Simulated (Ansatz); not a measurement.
System: a (100) slab cut from Os (P6_3/mmc), 10 atoms in the cell.

```
Os
1.0
     2.75283    0.00000    0.00000
     0.00000    4.35097    0.00000
     0.00000    0.00000   25.33076
Os
10
Direct
  0.00000 0.25000 0.30109
  0.50000 0.75000 0.32721
  0.50000 0.25000 0.39028
  0.00000 0.75000 0.42075
  0.00000 0.25000 0.48458
  0.50000 0.75000 0.51542
  0.50000 0.25000 0.57925
  0.00000 0.75000 0.60972
  0.00000 0.25000 0.67279
  0.50000 0.75000 0.69891
```

Method: DFT PBE, spin-orbit coupling, plane waves, PAW, 13×8×1 k mesh, 420 eV cutoff (Ansatz 0.2.0).

What does the potential across the slab give for the work function?

The work function is 5.11 eV, the same on both faces. The two vacuum levels agree, so the slab has no net dipole along its normal. The outermost atoms are 10.1 Å apart, which leaves 15.3 Å of vacuum in a cell 25.3 Å high.

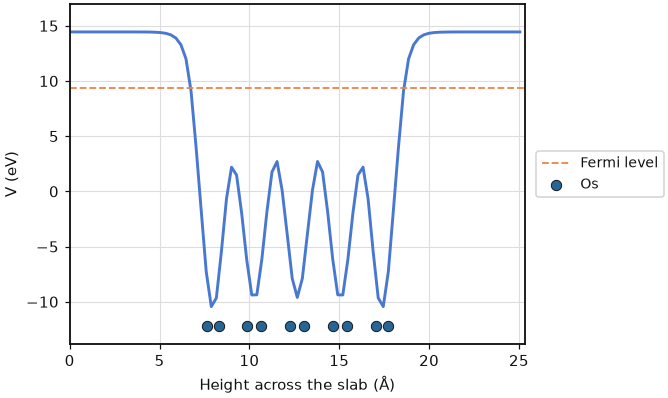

Plane-averaged electrostatic potential energy of an electron across the slab; circles at the bottom mark the heights of the atoms.
